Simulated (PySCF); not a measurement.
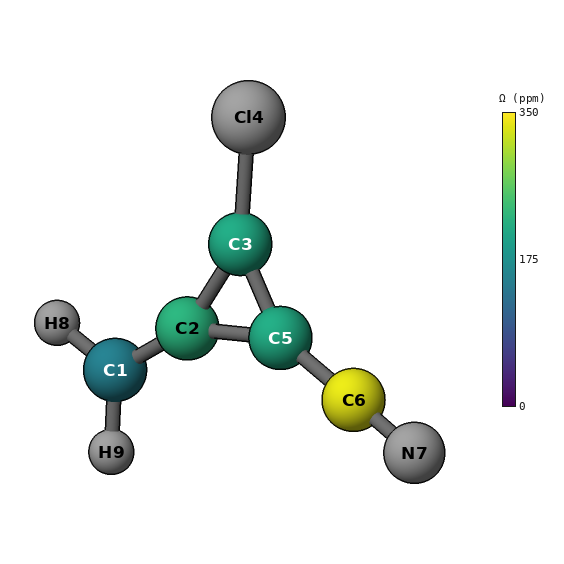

The C atoms are coloured by the span of their shielding tensor. The geometry was computed by an optimisation with GFN2-xTB. No frequency run is at hand to confirm it as a minimum. Method: GIAO PBE0/pcSseg-1 NMR shielding, non-relativistic, gas phase (PySCF 2.14.0). Principal shieldings σ11 ≤ σ22 ≤ σ33, span Ω = σ33 − σ11, skew κ = 3(σiso − σ22)/Ω.

### Which C atom has the most anisotropic shielding?

C6, with a span of 336 ppm.

Give the shielding tensors of the C atoms.

```csv
atom,σ11,σ22,σ33,σiso,Ω,κ
C1,32.8,125.0,183.7,113.8,150.9,−0.22
C2,−47.9,54.3,177.5,61.3,225.4,0.09
C3,−73.4,31.1,138.1,31.9,211.4,0.01
C5,−30.0,49.7,182.6,67.4,212.6,0.25
C6,−39.7,−31.1,296.2,75.1,335.9,0.95
```

Shieldings and span in ppm.
